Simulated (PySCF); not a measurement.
Cl5Sb, SMILES `Cl[Sb](Cl)(Cl)(Cl)Cl`.

Computed with PySCF, ωB97X/def2-TZVP, geometry: GFN2-xTB. Core potentials replace the inner electrons of Sb; spin–orbit coupling isn't included. No frequency check shows the geometry to be a minimum. A basis without diffuse functions makes polarisabilities too small. GFN2-xTB bond lengths at metals and heavier atoms can be off by up to 0.1 Å and shapes distorted, which carries into these values.

Cartesian coordinates (Å):

```
Cl1      2.3903   -0.0009    0.0006
Sb2      0.0000   -0.0011   -0.0005
Cl3     -0.0004   -2.2732   -0.6061
Cl4      0.0016    1.6655   -1.6612
Cl5     -0.0015    0.6117    2.2702
Cl6     -2.3901    0.0002   -0.0019
```

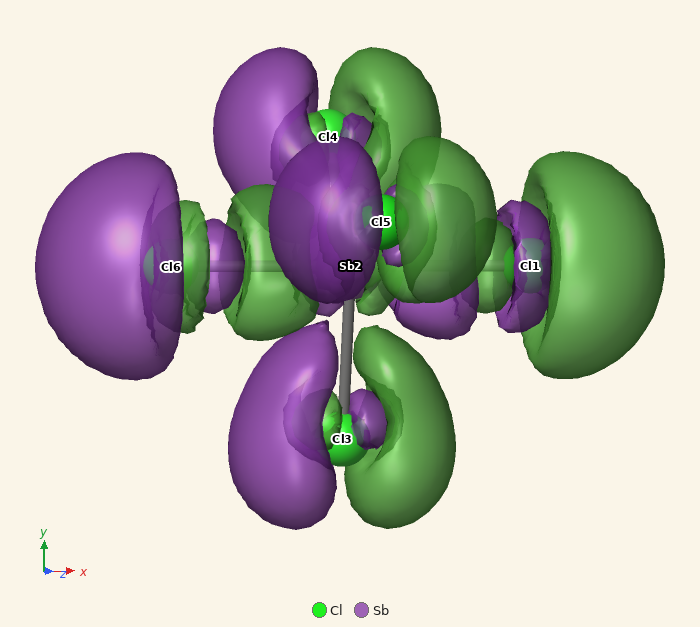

Change of the electron density in a uniform field of 0.21 V/Å, surfaces at ±0.001 e/Å³ (purple: gain, green: loss).

Along which Cartesian direction does the field point?

Answer. Along +x: electrons gather on the −x side, against the field.

What dipole is induced, and what polarisability does it imply?

Answer. The induced dipole is 1.12 D (along the field); α along this axis, from the fields in both directions, is 110 bohr³ (16.4 Å³).

Which atoms gain and lose the most charge?

Answer. Electrons gather most on Cl6 (Hirshfeld charge changes by −0.029 e) and leave Cl1 most (+0.029 e); 0.083 electrons are displaced in all.

Cost of the run: 2.8 min on 1 thread of Arm Neoverse V2 (shared host), peak memory 1.6 GiB.
